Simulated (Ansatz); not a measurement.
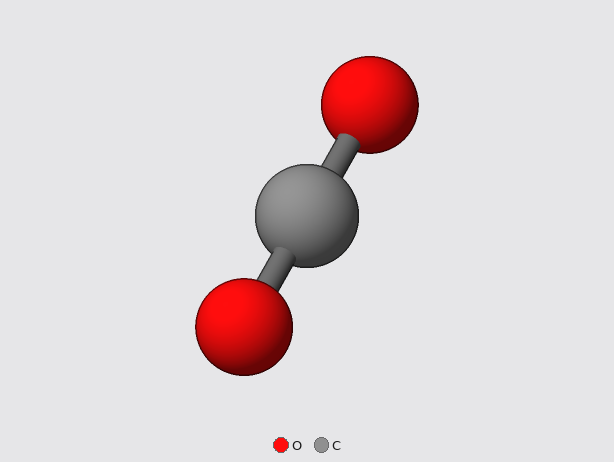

The picture shows a molecular structure as a ball-and-stick model. Every bond is drawn as one stick, whatever its order.

The computed structure is the end point of a PBE0-D4/def2-TZVP optimisation.

What is the molecular formula?

CO2, 3 atoms: 1 carbon and 2 oxygen.

Which point group does it belong to?

D∞h.

How many bonds of each kind are drawn?

2 C–O. Sticks follow a distance rule.

The parts below concern this one geometry. Atoms keep their numbers from picture to picture.

## Geometry

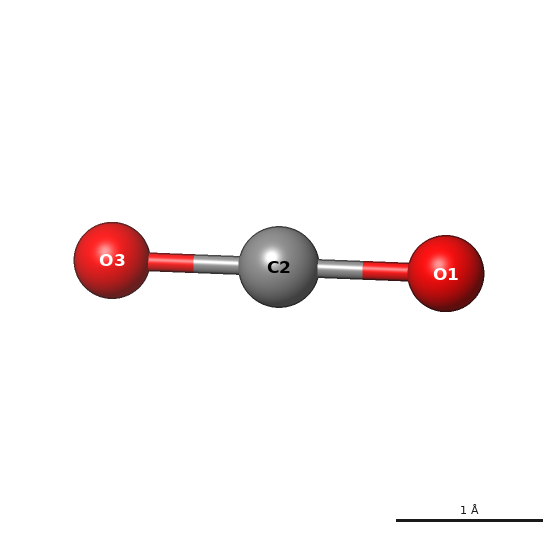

The atoms are numbered.

Give the bond lengths.

| bond | length (Å) |
| --- | --- |
| O1–C2 | 1.157 |
| C2–O3 | 1.157 |

## Charges

The questions are on Mulliken charges. Properties computed with RKS PBE0-D4/def2-TZVP (Ansatz 0.2.0).

List the Mulliken charges.

```
atom  value (e)
  O1      −0.20
  C2       0.39
  O3      −0.20
```

## Electronic properties

Method: RKS PBE0-D4/def2-TZVPP (Ansatz 0.2.0).

Predict the main results.

- HOMO energy (Kohn–Sham orbital): −10.69 eV
- LUMO energy (Kohn–Sham orbital): 0.81 eV
- HOMO–LUMO gap: 11.50 eV

## Vibrations

Harmonic vibrations computed with RKS PBE0-D4/def2-TZVP (Ansatz 0.2.0) at a stationary point of the same level.

How many vibrational modes are there, and where do they lie?

4 modes: 688, 688, 1394, 2454 cm⁻¹.

Mulliken values depend strongly on the basis set and can even reverse the polarity of a bond.
